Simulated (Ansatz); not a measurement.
**Single-point calculation of CH$_{7}$Sb**

The run: single-point calculation of CH$_{7}$Sb, SMILES C.[SbH3]. Method and program: RKS PBE0-D4/def2-TZVPPD (Ansatz 0.2.0).

The geometry is a complex of two molecules. The geometry comes from this level: PBE0-D4/def2-TZVP.

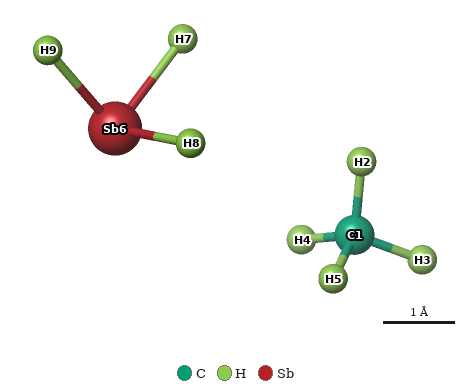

**Figure 1.** The input geometry (ball-and-stick view, seen at a tilt; atoms are numbered from 1 in the order of the input). Sticks mark near contacts. Bond lengths as drawn: C–H 1.09 Å and H–Sb 1.71 Å.

### Results in brief

| quantity | value |
| --- | --- |
| outcome | converged |
| total energy | −7687.4805 eV |
| mean-field energy | −7687.3874 eV |
| dispersion energy | −0.0931 eV |
| SCF solution under orbital rotations | stable |
| HOMO | −7.49 eV |
| LUMO | −0.21 eV |
| hardware | 4 threads of Arm Neoverse V1, 23 GiB of memory available, shared host |
| wall time | 1.9 s (CPU time 6.3 s) |
| peak memory | 0.36 GiB |

### The input
```yaml
crystal:
  periodic: [false, false, false]
  atoms:
    - {symbol: C, position_ang: [0.044336, -0.212717, -1.782060]}
    - {symbol: H, position_ang: [-0.400070, 0.669337, -1.321257]}
    - {symbol: H, position_ang: [-0.034465, -0.132516, -2.865809]}
    - {symbol: H, position_ang: [-0.482823, -1.106158, -1.447538]}
    - {symbol: H, position_ang: [1.094716, -0.281634, -1.499837]}
    - {symbol: Sb, position_ang: [0.013681, -0.438283, 2.093482]}
    - {symbol: H, position_ang: [-1.321671, 0.506829, 1.605572]}
    - {symbol: H, position_ang: [1.110360, 0.754570, 1.556711]}
    - {symbol: H, position_ang: [-0.024163, 0.240571, 3.660836]}
basis:
  gaussian: {orbitals: "def2-TZVPPD.json"}
hamiltonian: {xc: pbe0, dispersion: d4}
output: {orbitals: {seedname: orbitals}}
```

Command:
```bash
ansatz run in.yaml --threads 4 --pin off --events-out ev --progress --plain --max-ram 9574MiB
```

### What the program printed
```
Functional definition: PBE0
  name "PBE0"
  cite "Adamo & Barone, J. Chem. Phys. 110, 6158 (1999) doi:10.1063/1.478522"
  cite "Perdew, Burke & Ernzerhof, Phys. Rev. Lett. 77, 3865 (1996) doi:10.1103/PhysRevLett.77.3865"
  parent pbe
  parameter a = 0.25
  parameter kappa = 0.804
  parameter beta = 0.06672455060314922
  exchange = (1 - a)*pbe_x(kappa = kappa, mu = beta*pi^2/3) + a*exact_x
  correlation = pbe_c(beta = beta)
1070 factors; their error is unknown
mean field evaluation 1: about -7682.5468 eV, gradient 4.6e1 eV
mean field evaluation 2: about -7681.9315 eV, gradient 4.6e1 eV
mean field evaluation 4: about -7687.2310 eV, gradient 6.5e-1 eV
mean field evaluation 8: about -7687.3869 eV, gradient 6.6e-1 eV
mean field evaluation 16: about -7687.3873 eV, gradient 1.9e-5 eV
mean field -7687.38733547 eV, -282.5062738804 hartree, gradient 1.9e-5 eV, S^2 0.000000; 0 other end points of the search recorded, 0 dependent functions left out
reference -7687.38737020 eV, -282.5062751566 hartree; 18, 18 occupied and 194, 194 virtual orbitals, 1070 factors
Total energy: -7687.48049432 eV, -282.5096974047 hartree
```

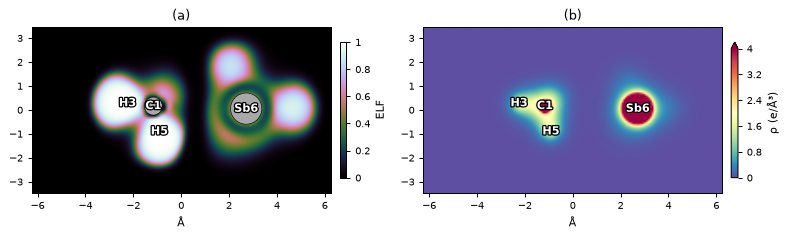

**Figure 2.** (a) ELF; (b) total electron density on the plane of atoms H3, C1 and H5. Grey discs, where drawn, cover atomic cores. C1···Sb6 (3.88 Å): ρ is about 0.02 e/Å³ halfway; the ELF is only about 0 between them; a non-bonded, intermolecular contact.

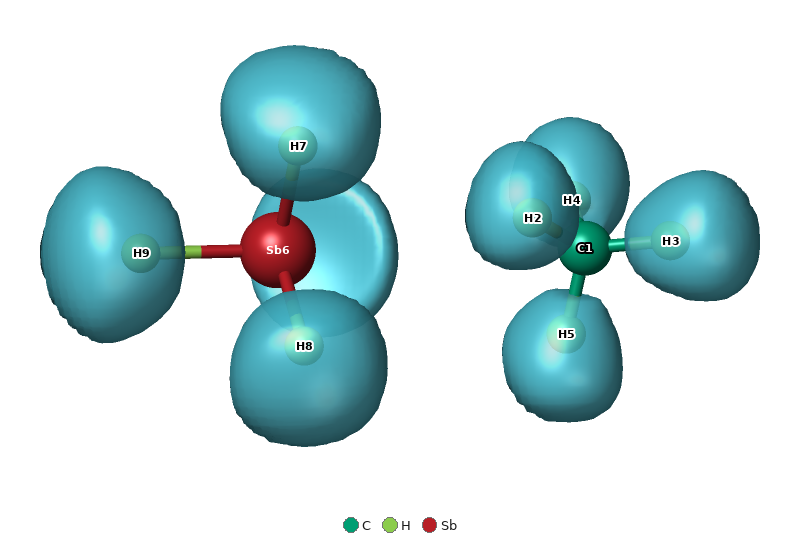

**Figure 3.** Isosurface of the electron localisation function at 0.9 (cyan), seen at a tilt. Core shells and regions of very low density are left out. Values along the shortest contacts: C1···Sb6 (3.88 Å): the ELF is only about 0 between them; a non-bonded, intermolecular contact. C–H (1.09 Å): the ELF climbs to about 1 towards the hydrogen (a covalent bond by its length).

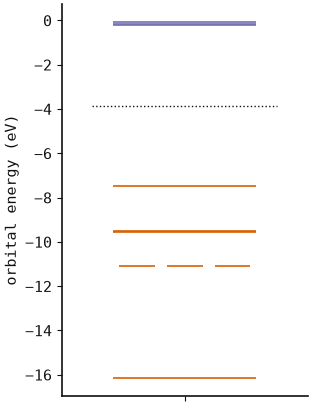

**Figure 4.** Orbital energies near the frontier; the dotted line parts filled from empty levels, and levels within 0.02 eV of each other stand side by side. Highest filled −7.49 eV, lowest empty −0.21 eV, 7.28 eV apart.
